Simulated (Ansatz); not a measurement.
# CH6NPSi (SMILES C1NP[SiH2]1): B2PLYP/def2-SVP

Aim: the vertical ionisation energy of CH6NPSi at B2PLYP/def2-SVP, from 2 runs. 

The results are computed with Ansatz 0.2.0.

102 further runs of the same task are left out: 102 set aside as unsound or not needed. Runs told in other sessions of the task aren't counted.

## 1. The system as given

CH6NPSi has 10 atoms, charge 0, and is taken as a singlet. SMILES: `C1NP[SiH2]1`. The coordinates come from a PBE0-D4/def2-TZVP relaxation.

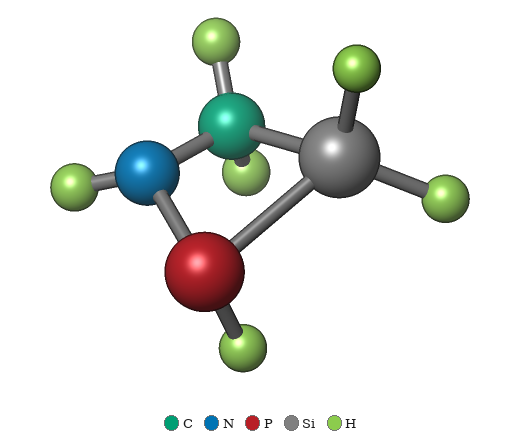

Viewed from a chosen angle; carbon teal, nitrogen blue, phosphorus red, silicon grey, hydrogen green.

## 2. The energy at B2PLYP/def2-SVP

File job.yaml:

```yaml
crystal:
  periodic: [false, false, false]
  atoms:
    - {symbol: C, position_ang: [-0.518900, 0.753700, -0.280300]}
    - {symbol: N, position_ang: [0.388700, 0.867200, 0.865200]}
    - {symbol: P, position_ang: [0.973900, -0.716000, 1.275900]}
    - {symbol: Si, position_ang: [0.382300, -0.797300, -0.907400]}
    - {symbol: H, position_ang: [-0.525900, 1.647300, -0.910700]}
    - {symbol: H, position_ang: [-1.554200, 0.512400, 0.003600]}
    - {symbol: H, position_ang: [0.126500, 1.500500, 1.609100]}
    - {symbol: H, position_ang: [-0.253100, -1.393600, 1.631500]}
    - {symbol: H, position_ang: [1.493100, -0.499900, -1.848100]}
    - {symbol: H, position_ang: [-0.429200, -1.925500, -1.435800]}
basis:
  gaussian: {orbitals: def2-SVP}
hamiltonian: {xc: {name: B2PLYP}}
correlation: {frozen_orbitals: {C: 1, H: 0, "N": 1, P: 5, Si: 5}}
accuracy: high
output: {orbitals: {seedname: orbitals}}
```

The run is started by

```bash
$ ansatz run job.yaml --threads 1 --pin off --max-ram 3480MiB --events-out events.jsonl --progress --plain --runs-dir runs
```

Log:

```text
Warning: RAYON_NUM_THREADS=1 ignored (pool sized by the plan → 1); use --threads N
Functional definition: B2PLYP
  name "B2PLYP"
  parameter a = 0.53
  parameter c = 0.27
  exchange = (1 - a)*b88_x + a*exact_x
  correlation = (1 - c)*lyp_c + c*(mp2_os + mp2_ss)
2170 factors; integrals over basis functions are off by at most 3.6e-9 eV
mean field evaluation 1: about -19764.4378 eV, gradient 3.7e1 eV
mean field evaluation 2: about -19764.9302 eV, gradient 3.7e1 eV
mean field evaluation 4: about -19768.0569 eV, gradient 3.6e0 eV
mean field evaluation 8: about -19768.0952 eV, gradient 3.3e-1 eV
mean field evaluation 16: about -19768.0955 eV, gradient 1.0e-4 eV
mean field -19768.09552216 eV, -726.4641111431 hartree, gradient 4.4e-8 eV, S^2 0.000000; 0 other end points of the search recorded, 0 dependent functions left out
12 core orbitals not correlated: weight in the atoms' cores, before any rotation towards them, 1.000 or more for the frozen orbitals, at most 0.000 for the correlated occupied ones
reference -19768.09554849 eV, -726.4641121105 hartree; 12, 12 occupied and 70, 70 virtual orbitals, 2170 factors
second order -17.52200634 eV of doubles, -0.00000000 eV of singles
Total energy: -19772.82649020 eV, -726.6379710117 hartree
```

Wall time 14 s (1 thread of Arm Neoverse V2, shared host); peak memory 0.34 GiB.

## 3. The doublet cation at the same level

File molecule.yaml:

```yaml
crystal:
  periodic: [false, false, false]
  atoms:
    - symbol: C
      position_ang: [-0.518900, 0.753700, -0.280300]
    - symbol: "N"
      position_ang: [0.388700, 0.867200, 0.865200]
    - symbol: P
      position_ang: [0.973900, -0.716000, 1.275900]
    - symbol: Si
      position_ang: [0.382300, -0.797300, -0.907400]
    - symbol: H
      position_ang: [-0.525900, 1.647300, -0.910700]
    - symbol: H
      position_ang: [-1.554200, 0.512400, 0.003600]
    - symbol: H
      position_ang: [0.126500, 1.500500, 1.609100]
    - symbol: H
      position_ang: [-0.253100, -1.393600, 1.631500]
    - symbol: H
      position_ang: [1.493100, -0.499900, -1.848100]
    - symbol: H
      position_ang: [-0.429200, -1.925500, -1.435800]
basis:
  gaussian: {orbitals: def2-SVP}
total_charge: 1
magnetization: {spin_polarized: true, initial_magnetization: 1}
hamiltonian: {xc: {name: B2PLYP}}
correlation: {frozen_orbitals: {C: 1, H: 0, "N": 1, P: 5, Si: 5}}
accuracy: high
output: {orbitals: {seedname: orbitals}}
```

The run is started by

```bash
$ ansatz run molecule.yaml --threads 1 --pin off --max-ram 3480MiB --events-out events.jsonl --progress --plain --runs-dir runs
```

Log (excerpt; [...] marks lines left out):

```text
Warning: RAYON_NUM_THREADS=1 ignored (pool sized by the plan → 1); use --threads N
[... 2 set-up lines as earlier in the session ...]
[...]
2170 factors; integrals over basis functions are off by at most 3.6e-9 eV
[...]
mean field -19759.64763611 eV, -726.1536570568 hartree, gradient 2.1e-8 eV, S^2 0.765493; 4 other end points of the search recorded, 0 dependent functions left out
12 core orbitals not correlated: weight in the atoms' cores, before any rotation towards them, 1.000 or more for the frozen orbitals, at most 0.000 for the correlated occupied ones
reference -19759.64766272 eV, -726.1536580347 hartree; 12, 11 occupied and 70, 71 virtual orbitals, 2170 factors
second order -16.91207137 eV of doubles, -0.00000000 eV of singles
Total energy: -19764.21392199 eV, -726.3214649677 hartree
```

It took 28 s on 1 thread of Arm Neoverse V2, shared host; peak memory 0.52 GiB.

## 4. Results

At B2PLYP/def2-SVP, 12 core orbitals frozen:

| quantity | value |
| --- | --- |
| singlet CH6NPSi: total energy | -726.63797 Eh |
| singlet CH6NPSi: HOMO energy (SCF part's orbitals) | -7.61 eV |
| singlet CH6NPSi: LUMO energy (SCF part's orbitals) | 1.37 eV |
| singlet CH6NPSi: HOMO–LUMO gap (SCF part's orbitals) | 8.98 eV |
| doublet cation: total energy | -726.32146 Eh |
| doublet cation: HOMO energy (SCF part's orbitals) (highest over α and β) | -13.78 eV |
| doublet cation: LUMO energy (SCF part's orbitals) (lowest over α and β) | -9.16 eV |
| doublet cation: ⟨S²⟩ | 0.765 |
| vertical ionisation energy (to the doublet cation) | 8.613 eV |

**Reading.** Removing an electron at fixed nuclei costs 8.61 eV (199 kcal/mol). −ε(HOMO) before ionisation, 7.61 eV, is 1.00 eV below this ionisation energy.
